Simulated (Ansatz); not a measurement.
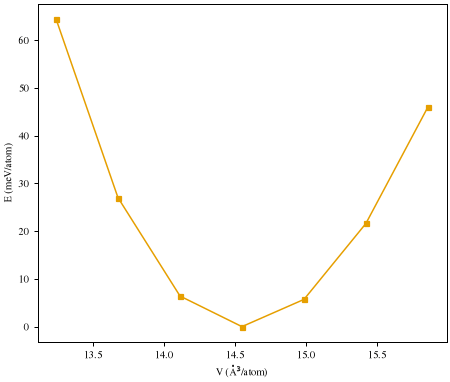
Figure: Ti2SnC in space group P6_3/mmc (No. 194; Ti on 4f, Sn on 2d, C on 2a) under volume change, DFT-PBEsol in the program Ansatz with PAW potentials, shape and atoms relaxed at each volume.

Q: What does a third-order Birch–Murnaghan fit give for V₀, B₀ and B′?

A: V₀ = 14.55 Å³/atom, B₀ = 147 GPa, B′ = 4.6.

The workflow started from a Materials Project entry (that database holds measured and hypothetical structures alike); the Crystallography Open Database copy checked does not list it. Its standing as an ambient phase is unchecked. The cell was relaxed with PBEsol under the symmetry of its start; whether a distortion lowers the energy is not shown. No spin polarisation was allowed. Scalar-relativistic: spin–orbit coupling is off unless named, which matters more the heavier the elements.

Potentials: the earlier of the program's two PAW sets. The files were generated under PBE; for other functionals the program regenerates the frozen cores, and for LDA and PBEsol the local potential too.
